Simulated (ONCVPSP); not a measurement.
**Run report: Fe, pseudopotential generation**

Iron (Fe, Z = 26), core [Ne], reference valence 3s2 3p6 3d6 4s0.5 (an ion of charge +1.5), valence charge 16. Computed at this level: ONCV potential, PBEsol, scalar-relativistic, made with ONCVPSP 4.0.1.

The program's output (extracts):
```
ONCVPSP  (Optimized Norm-Conservinng Vanderbilt PSeudopotential)
scalar-relativistic version 4.0.1

#   n    l    f        energy (Ha)
    1    0    2.00    -2.5743370E+02
    2    0    2.00    -3.0573572E+01
    2    1    6.00    -2.6133552E+01
    3    0    2.00    -3.9352388E+00
    3    1    6.00    -2.6922430E+00
    3    2    6.00    -7.6060620E-01
    4    0    0.50    -5.9152013E-01

Reference configufation results
  iterations    25
  all-electron total energy (Ha)   -1.27068025D+03

Begin loop to  construct optimized pseudo wave functions
and semi-local pseudopoentials for all angular momenta

Calculating optimized projector #   1

 for l=   0

    Fraction of norm inside rc  0.805613
    Optimizing pswf for qcut=  14.31 a_B^-1,  ecut= 102.41 Ha
    Residual kinetic energy error=  1.23D-07 Ha

    Energy error per electron        Cutoff
         Ha          eV             Ha
         0.01000     0.27211       47.26
         0.00100     0.02721       60.65
         0.00010     0.00272       72.40
         0.00001     0.00027       82.74

Calculating optimized projector #   2

 for l=   0

    Fraction of norm inside rc  0.040846
    Optimizing pswf for qcut=  14.31 a_B^-1,  ecut= 102.41 Ha
    Residual kinetic energy error=  6.86D-09 Ha

    Energy error per electron        Cutoff
         Ha          eV             Ha
         0.01000     0.27211       34.46
         0.00100     0.02721       50.56
         0.00010     0.00272       64.31
         0.00001     0.00027       75.84

WARNING wellstate: negative energy specified for n= 4 l=  1
WARNING scattering state with energy  0.25000000
WARNING will be used for the first projector

   Wellstate for l =  1  n =  5
     eigenvalue =   0.2500
     asymptotic potential =   0.7500
     half-point radius =  5.1063

Calculating optimized projector #   1

 for l=   1

    Fraction of norm inside rc  0.871099
    Optimizing pswf for qcut=  13.50 a_B^-1,  ecut=  91.16 Ha
    Residual kinetic energy error=  9.13D-09 Ha

    Energy error per electron        Cutoff
         Ha          eV             Ha
         0.01000     0.27211       26.25
         0.00100     0.02721       33.61
         0.00010     0.00272       39.77
         0.00001     0.00027       44.79

Calculating optimized projector #   2

 for l=   1

    Fraction of norm inside rc  0.027160
    Optimizing pswf for qcut=  13.50 a_B^-1,  ecut=  91.16 Ha
    Residual kinetic energy error=  6.52D-10 Ha

    Energy error per electron        Cutoff
         Ha          eV             Ha
         0.01000     0.27211       17.95
         0.00100     0.02721       26.42
         0.00010     0.00272       33.49
         0.00001     0.00027       39.43

   Wellstate for l =  2  n =  6
     eigenvalue =   2.3394
     asymptotic potential =   2.8394
     half-point radius =  3.9709

   Wellstate for l =  2  n =  7
     eigenvalue =   5.4394
     asymptotic potential =   5.9394
     half-point radius =  3.3874

Calculating optimized projector #   1

 for l=   2

    Fraction of norm inside rc  0.855899
    Optimizing pswf for qcut=   7.61 a_B^-1,  ecut=  28.97 Ha
    Residual kinetic energy error=  1.99D-04 Ha

    Energy error per electron        Cutoff
         Ha          eV             Ha
         0.01000     0.27211       22.51
         0.00100     0.02721       26.26
         0.00010     0.00272       45.25
         0.00001     0.00027      131.23

Calculating optimized projector #   2

 for l=   2

    Fraction of norm inside rc  0.101783
    Optimizing pswf for qcut=   7.61 a_B^-1,  ecut=  28.97 Ha
    Residual kinetic energy error=  1.39D-03 Ha

    Energy error per electron        Cutoff
         Ha          eV             Ha
         0.01000     0.27211       24.50
         0.00100     0.02721       31.00
         0.00010     0.00272      109.06
         0.00001     0.00027      183.52

Calculating optimized projector #   3

 for l=   2

    Fraction of norm inside rc  0.081303
    Optimizing pswf for qcut=   7.61 a_B^-1,  ecut=  28.97 Ha
    Residual kinetic energy error=  1.30D-02 Ha

    Energy error per electron        Cutoff
         Ha          eV             Ha
         0.01000     0.27211       29.77
         0.00100     0.02721       49.35
         0.00010     0.00272      123.40
         0.00001     0.00027      143.07

Construct Vanderbilt / Kleinmman-Bylander projectors

B matrix Hermiticity error, ll=   0
   1   2    3.9340E-04

  Orthonormal projector coefficients  2.2547E+01  2.0407E+00

B matrix Hermiticity error, ll=   1
   1   2   -2.3206E-04

  Orthonormal projector coefficients  5.7810E+00  1.3784E+00

B matrix Hermiticity error, ll=   2
   1   2    1.7562E-04
   1   3   -2.1503E-04
   2   3    1.2965E-04

  Orthonormal projector coefficients -2.0365E+01 -4.6839E+00 -2.9013E+00

Pseudoatom total energy -118.208503

Diagnostic tests using Vanderbilt-Kleinman-Bylander pseudopotentials
  1 or more projectors used as specified by nproj input data

   l    rcore       rmatch      e in        delta e   norm test  slope test

   0   1.0536915   1.0856839  -3.9352388  -0.0000155   1.0001795   1.0001994
   0   1.0536915   1.0856839  -0.5915201   0.0000122   1.0000997   1.0000827

   1   1.2532997   1.2913526  -2.6922430  -0.0000051   1.0001502   1.0001661
   1   1.2532997   1.2913526   0.2500000   0.0000521   1.0003284   1.0003284

   2   1.7004033   1.7520313  -0.7606062  -0.0001247   0.9998959   0.9997438
   2   1.7004033   1.7520313   2.3393938  -0.0006590   1.0001310   1.0001310
   2   1.7004033   1.7520313   5.4393938   0.0000074   1.0003590   1.0003590

 Testing for bound ghosts
   n   l    E NL Schr. Eq   E Basis Diag.   E Cutoff

   1   0       -3.935254       -3.935150    169.99
   2   0       -0.591508       -0.242874    169.99

   2   1       -2.692248       -2.692192     98.93

   3   2       -0.760731       -0.760204    153.46

 Testing for highly-localized positive-energy ghosts
       l    <radius>/rc     E Basis Diag.   E Cutoff

Test configuration 0

   n   l     f        eae           eps        diff
   1   0  2.0000 -257.43369908
   2   0  2.0000  -30.57357160
   2   1  6.0000  -26.13355202
   3   0  2.0000   -3.93523884   -3.93525435   -1.55D-05
   3   1  6.0000   -2.69224304   -2.69224810   -5.05D-06
   3   2  6.0000   -0.76060620   -0.76073092   -1.25D-04
   4   0  0.5000   -0.59152013   -0.59150792    1.22D-05

    Total energies and differences
      AE_ref= -1.27068025D+03  AE_tst= -1.27068025D+03  dif=  0.00D+00
      PS_ref= -1.18208503D+02  PS_tst= -1.18208503D+02  dif= -1.28D-12
      PSP excitation error=  1.28D-12

Test configuration 1

   n   l     f        eae           eps        diff
   1   0  2.0000 -256.93999139
   2   0  2.0000  -30.09185367
   2   1  6.0000  -25.65082166
   3   0  2.0000   -3.44584960   -3.44450011    1.35D-03
   3   1  6.0000   -2.20217663   -2.20111751    1.06D-03
   3   2  6.0000   -0.27670153   -0.27486295    1.84D-03
   4   0  2.0000   -0.19517115   -0.19548296   -3.12D-04

    Total energies and differences
      AE_ref= -1.27068025D+03  AE_tst= -1.27126255D+03  dif= -5.82D-01
      PS_ref= -1.18208503D+02  PS_tst= -1.18791149D+02  dif= -5.83D-01
      PSP excitation error=  3.44D-04

Test configuration 2

   n   l     f        eae           eps        diff
   1   0  2.0000 -257.25570167
   2   0  2.0000  -30.40051449
   2   1  6.0000  -25.96007877
   3   0  2.0000   -3.75938055   -3.75877405    6.06D-04
   3   1  6.0000   -2.51620227   -2.51570741    4.95D-04
   3   2  6.0000   -0.58740719   -0.58671721    6.90D-04
   4   0  1.0000   -0.45300999   -0.45316049   -1.50D-04

    Total energies and differences
      AE_ref= -1.27068025D+03  AE_tst= -1.27094116D+03  dif= -2.61D-01
      PS_ref= -1.18208503D+02  PS_tst= -1.18469475D+02  dif= -2.61D-01
      PSP excitation error=  6.06D-05

Test configuration 3

   n   l     f        eae           eps        diff
   1   0  2.0000 -257.62357978
   2   0  2.0000  -30.75760549
   2   1  6.0000  -26.31807394
   3   0  2.0000   -4.12224129   -4.12310684   -8.66D-04
   3   1  6.0000   -2.87930493   -2.88001813   -7.13D-04
   3   2  6.0000   -0.94389686   -0.94506911   -1.17D-03

    Total energies and differences
      AE_ref= -1.27068025D+03  AE_tst= -1.27034890D+03  dif=  3.31D-01
      PS_ref= -1.18208503D+02  PS_tst= -1.17877178D+02  dif=  3.31D-01
      PSP excitation error=  2.42D-05

Test configuration 4

   n   l     f        eae           eps        diff
   1   0  2.0000 -257.00385601
   2   0  2.0000  -30.15218588
   2   1  6.0000  -25.71135747
   3   0  2.0000   -3.50956553   -3.50844057    1.12D-03
   3   1  6.0000   -2.26605237   -2.26513034    9.22D-04
   3   2  6.0000   -0.33822111   -0.33701849    1.20D-03
   4   0  1.0000   -0.23415994   -0.23433840   -1.78D-04
   4   1  1.0000   -0.07787994   -0.07792346   -4.35D-05

    Total energies and differences
      AE_ref= -1.27068025D+03  AE_tst= -1.27111061D+03  dif= -4.30D-01
      PS_ref= -1.18208503D+02  PS_tst= -1.18639005D+02  dif= -4.31D-01
      PSP excitation error=  1.49D-04
```

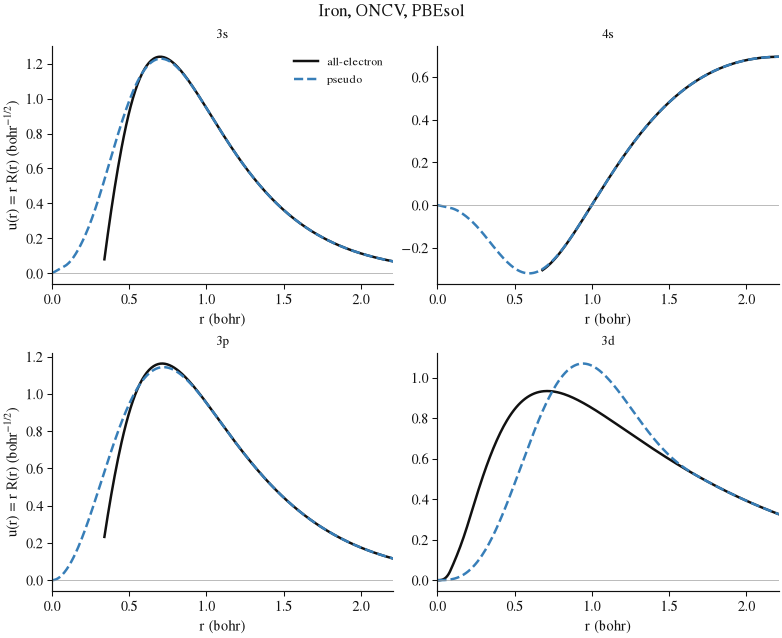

Fig. 1: All-electron valence functions (solid) with their pseudo partners (dashed). The innermost oscillations of some all-electron curves aren't drawn. Reference configuration 3s2 3p6 3d6 4s0.5.

- Matching radii: 3s at 1.05 bohr; 4s at 1.05 bohr; 3p at 1.25 bohr; 3d at 1.70 bohr. The curves merge smoothly, so the plot gives these only roughly.
- Nodes of the pseudo-waves: 3s has no node; 4s has a node at about 1.0 bohr; 3p has no node; 3d has no node. A node in 4s is expected, since a lower shell of the same l is also in the valence and the two must stay orthogonal.
- Cutoffs needed: 61 Ha (loose) and 72 Ha (tight), as the cutoffs at which the residual kinetic energy of the hardest occupied pseudo-wave falls to 1 and 0.1 mHa per electron.

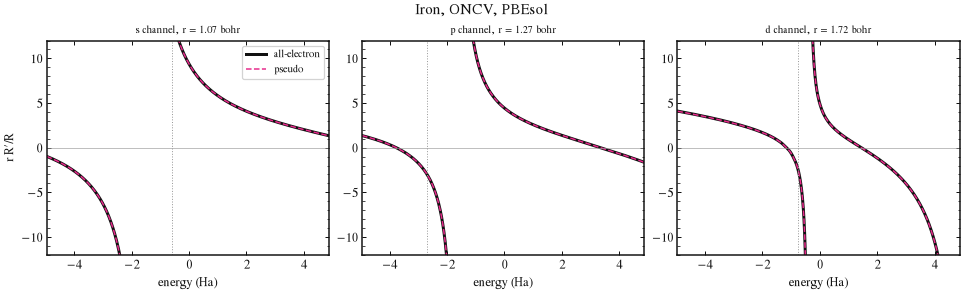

Fig. 2: Logarithmic derivatives r R′/R at the test radius against energy, all-electron atom (solid) and pseudo-atom (dashed). Here R(r) is the radial function. The dotted line marks the reference energy of the channel. Not drawn: f: not judged.

- Poles, where the radial function vanishes at the test radius: s: all-electron at -1.5 Ha, pseudo at -1.5 Ha; p: all-electron at -1.6 Ha, pseudo at -1.6 Ha; d: all-electron at -0.4 Ha, pseudo at -0.4 Ha.
- Ghost states: the plot shows none: pseudo and all-electron curves have the same branches in all channels drawn. The separate test gives: no bound ghost flagged; no localised positive-energy state flagged.
- Zeros of the logarithmic derivative: s: all-electron nowhere, pseudo nowhere; p: all-electron -3.8 and 3.4 Ha, pseudo -3.8 and 3.4 Ha; d: all-electron -1.2 and 1.4 Ha, pseudo -1.2 and 1.4 Ha.

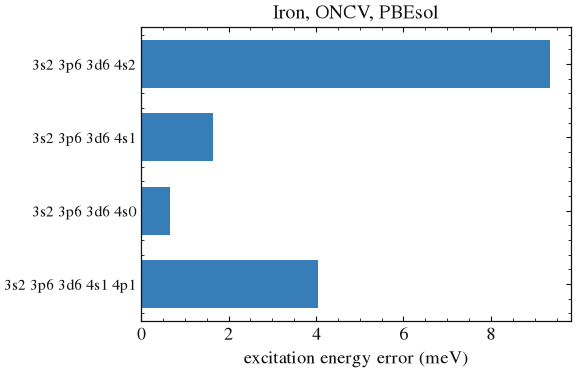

Fig. 3: Errors, all-electron minus pseudo, of the energies of valence configurations relative to the unpolarised reference 3s2 3p6 3d6 4s0.5.

- Worst configuration: 3s2 3p6 3d6 4s2 (neutral): the error is +9.4 meV on an all-electron energy of -15.85 eV relative to the reference, or 0.059 %.
- Configurations within 10 meV and within 50 meV: 4 and 4 of 4.

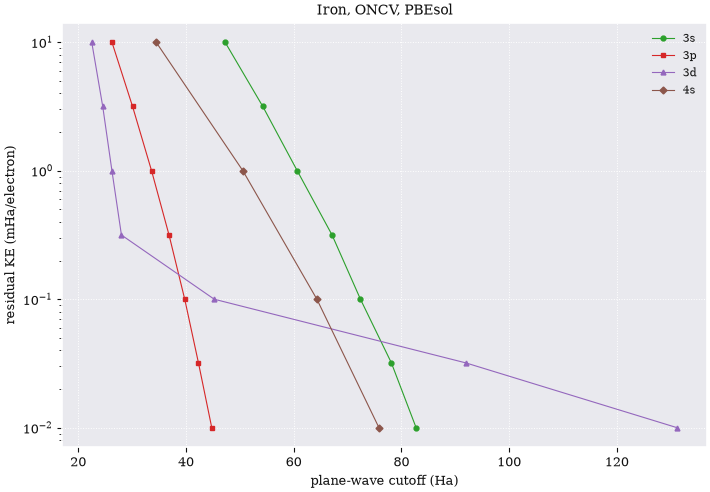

Fig. 4: Residual kinetic energy of the pseudo-waves (the first of each channel, and further valence shells) beyond the plane-wave cutoff, as the generator prints it.

- Hardest wave at 1 mHa per electron: 3s, with rc = 1.05 bohr and qcut = 14.3 1/bohr. The optimisation minimises, but can't always remove, the kinetic energy above qcut²/2 = 102.2 Ha, and a larger rc would as a rule soften the wave at some cost in transferability.
- Cutoffs for 1 mHa per electron: 3s: 61 Ha; 4s: 51 Ha; 3p: 34 Ha; 3d: 26 Ha.
- Cutoffs for the occupied states: 61 Ha for 1 mHa and 72 Ha for 0.1 mHa per electron. The first is set by 3s.

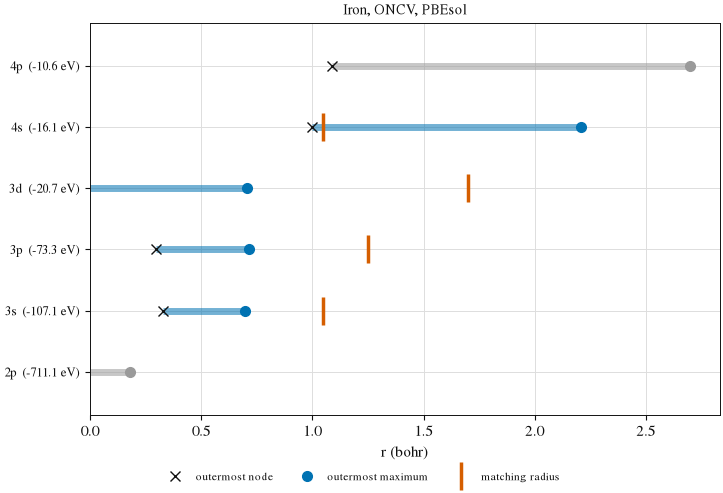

Fig. 5: Outer shells of the all-electron reference atom: each bar runs from the outermost node (or the nucleus) to the outermost maximum of u(r); the tick is the radius chosen for the pseudo-wave. Shells without a tick have no pseudo-wave of their own. Levels, nodes and maxima are from ld1.x, scalar-relativistic.

- Radii against the shells: 3s: 1.05 bohr, outside the maximum; 3p: 1.25 bohr, outside the maximum; 3d: 1.70 bohr, outside the maximum; 4s: 1.05 bohr, between node and maximum.

Input file:
```
# ATOM AND REFERENCE CONFIGURATION
# atsym  z   nc   nv     iexc    psfile
  Fe 26.00    3    4  -116133      upf
#
#   n    l    f
    1    0    2.00
    2    0    2.00
    2    1    6.00
    3    0    2.00
    3    1    6.00
    3    2    6.00
    4    0    0.50
#
# PSEUDOPOTENTIAL AND OPTIMIZATION
# lmax
    2
#
#   l,   rc,      ep,       ncon, nbas, qcut
    0    1.05    0.00    4    7   14.30
    1    1.25    0.00    3    6   13.50
    2    1.70    0.00    3    8    7.60
#
# LOCAL POTENTIAL
# lloc, lpopt,  rc(5),   dvloc0
    4    4    0.75    0.00
#
# VANDERBILT-KLEINMAN-BYLANDER PROJECTORs
# l, nproj, debl
    0    2    2.80
    1    2    2.40
    2    3    3.10
#
# MODEL CORE CHARGE
# icmod, fcfact, rcfact
    0    0.00    0.00
#
# LOG DERIVATIVE ANALYSIS
# epsh1, epsh2, depsh
   -5.00    5.00    0.04
#
# OUTPUT GRID
# rlmax, drl
    6.00    0.01
#
# TEST CONFIGURATIONS
# ncnf
    4
# nvcnf
#   n    l    f
    4
    3    0    2.00
    3    1    6.00
    3    2    6.00
    4    0    2.00
#
    4
    3    0    2.00
    3    1    6.00
    3    2    6.00
    4    0    1.00
#
    4
    3    0    2.00
    3    1    6.00
    3    2    6.00
    4    0    0.00
#
    5
    3    0    2.00
    3    1    6.00
    3    2    6.00
    4    0    1.00
    4    1    1.00
#
```

Run as:
```bash
oncvpsp.x < Fe.dat > Fe.out
```

Results in brief:

- outcome: generated
- cutoffs needed: 61 Ha and 72 Ha (the cutoffs at which the residual kinetic energy of the hardest occupied pseudo-wave falls to 1 and 0.1 mHa per electron)
- ghost test: no bound ghost flagged; no localised positive-energy state flagged
- largest excitation error: +9.4 meV (all-electron minus pseudo) for 3s2 3p6 3d6 4s2, out of 4 test configurations
- range over which the phases arctan(r R′/R) at the test radius agree within 0.05 rad (a looser test near the poles than one of phase shifts): s: over the whole range computed; p: over the whole range computed; d: over the whole range computed; f: not judged, local potential alone
- hardware: 1 CPU thread, shared host
- wall time: 4.2 s

Remarks:

Warnings of the program, in the generation or the tests: wellstate: negative energy specified for n= 4 l= 1.
